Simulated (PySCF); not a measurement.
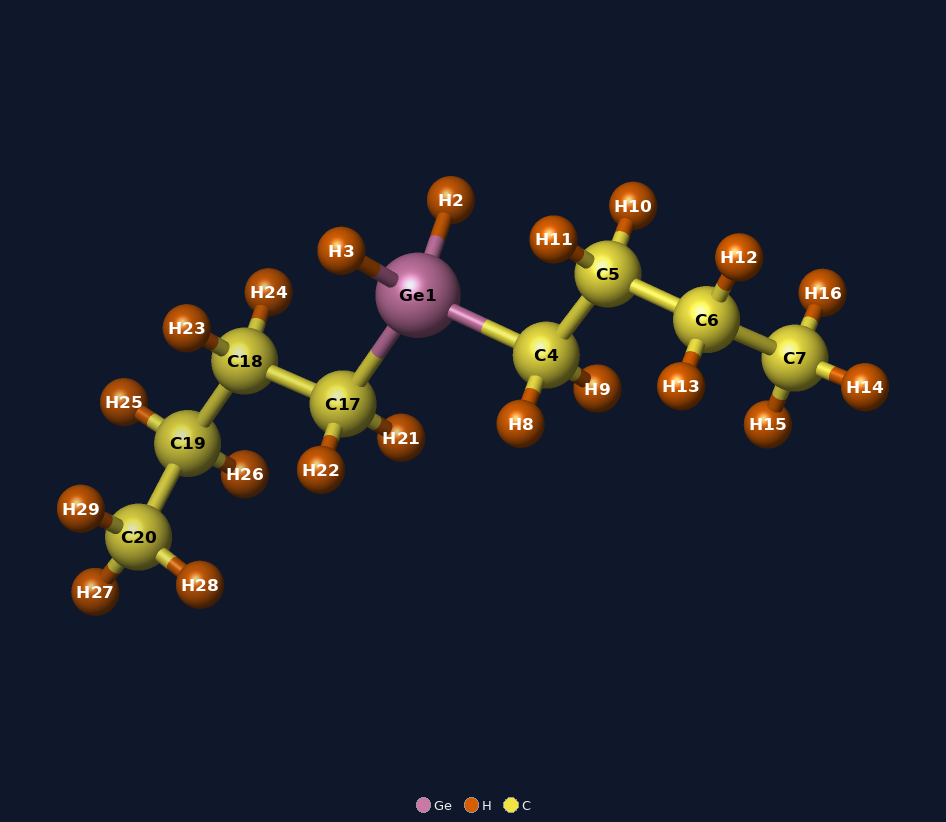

The computed structure is the end point of a PBE0-D3(BJ)/def2-SVP optimisation. No frequency run is at hand to confirm it as a minimum. Level of theory: delta-SCF UKS SCAN, pcX-2 on the ionised atom (unc-x2c-TZVPall on a metal), pcseg-1 elsewhere, spin-free X2C (PySCF 2.14.0).

Give the core-electron binding energies (to vacuum) of C4 1s, C5 1s, C6 1s, C7 1s.

```json
{"atom": "C4", "level": "1s", "binding energy (eV)": "289.8"}
{"atom": "C5", "level": "1s", "binding energy (eV)": "290.3"}
{"atom": "C6", "level": "1s", "binding energy (eV)": "290.3"}
{"atom": "C7", "level": "1s", "binding energy (eV)": "290.4"}
```
